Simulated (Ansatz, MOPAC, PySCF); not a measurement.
GaH3 (SMILES [GaH3]) and C3H9N (SMILES CN(C)C) are pulled apart as rigid monomers along the line of their centres of mass, from the B3LYP-D3(BJ)/def2-TZVP minimum. Starting geometry (charge 0, multiplicity 1):
| atom | x (Å) | y (Å) | z (Å) |
|---|---|---|---|
| Ga | -0.7492 | 0.4067 | 1.7106 |
| H | -1.4930 | 1.7407 | 2.1312 |
| H | 0.5910 | 0.5392 | 0.8765 |
| H | -1.6281 | -0.8936 | 1.4956 |
| C | -0.9743 | -0.2780 | 4.6076 |
| N | 0.1157 | -0.1015 | 3.6332 |
| C | 0.8800 | -1.3521 | 3.4897 |
| C | 1.0045 | 0.9947 | 4.0541 |
| H | -0.5755 | -0.5367 | 5.5948 |
| H | -1.6361 | -1.0719 | 4.2670 |
| H | -1.5448 | 0.6459 | 4.6803 |
| H | 1.3339 | -1.6422 | 4.4438 |
| H | 1.6623 | -1.2122 | 2.7463 |
| H | 0.2142 | -2.1438 | 3.1519 |
| H | 1.4617 | 0.7738 | 5.0250 |
| H | 1.7868 | 1.1293 | 3.3097 |
| H | 0.4297 | 1.9157 | 4.1278 |

Interaction energies with rigid monomers; basis-set methods are counterpoise corrected unless marked otherwise.

Rows in 6-31G* carry no dispersion term and start afresh at each structure (6-31G* with six Cartesian d functions); the Pople sets are all-electron and without relativity. MP2/6-31G* freezes PySCF's default core, which leaves 3d correlated. The state that PM3 reach isn't checked.

Programs: Ansatz (Gaussian orbitals); MOPAC for PM3 (differences of heats of formation); PySCF for 6-31G* rows, the dispersion terms. 

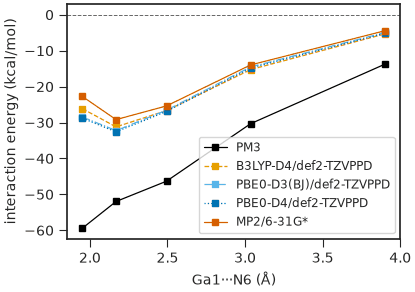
Figure. Interaction energy against separation

Which level binds most strongly at Ga1···N6 = 2.17, and by how much?

PM3, -52.0 kcal/mol.

Ansatz is a program for electronic structure.
